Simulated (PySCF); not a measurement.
# C5H8Si: the cost of one run

The runs use PySCF 2.14.0, with density-fitted response routines of our own; the level of theory stands in each step. All values are computed, except where a source is named. Atoms count from 0, in the outputs and in this text.

## Step 1: Starting geometry

14 atoms, charge 0, multiplicity 1; geometry from: GFN2-xTB. The atoms were then displaced at random by about 0.01 Å, so the start is not that level's minimum.

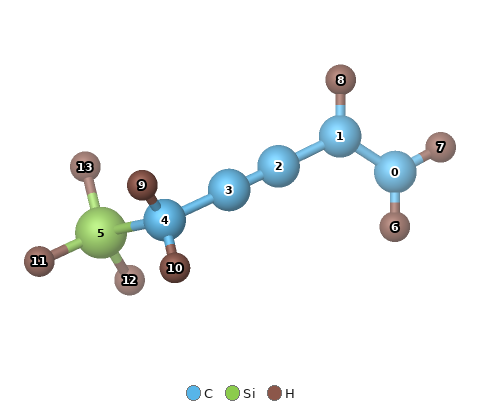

The starting geometry (carbon blue, silicon green, hydrogen brown), atoms numbered.

## Step 2: Optimising the geometry at PBE0-D3(BJ)/def2-SVP

What the job is given:

```
{"job": {"xc": "PBE0", "basis": "def2-SVP", "d3": "d3bj", "grid": 1, "shake": 0.01, "kind": "geom"}, "charge": 0, "multiplicity": 1}
C      3.213100     0.564160    -0.106990
C      2.280920     0.585910     0.859060
C      0.991160     0.000180     0.736230
C     -0.042520    -0.509080     0.664150
C     -1.388360    -1.104700     0.555960
Si    -2.675320     0.182700    -0.056780
H      3.007020     0.124510    -1.063780
H      4.172060     1.057250     0.011000
H      2.494430     1.063280     1.836210
H     -1.686280    -1.480570     1.556850
H     -1.357170    -1.951890    -0.109500
H     -3.962990    -0.499720    -0.108160
H     -2.305640     0.652370    -1.393200
H     -2.747560     1.300530     0.891200
```

Run with:

```console
> OMP_NUM_THREADS=1 python probes_run.py task.json out
```

The driver reads the jobs from task.json and runs them one after another.

Q: Estimate the wall time and peak memory of this first job on 1 thread of Arm Neoverse V1, shared host.

About 46 s, with a peak of 0.53 GiB.
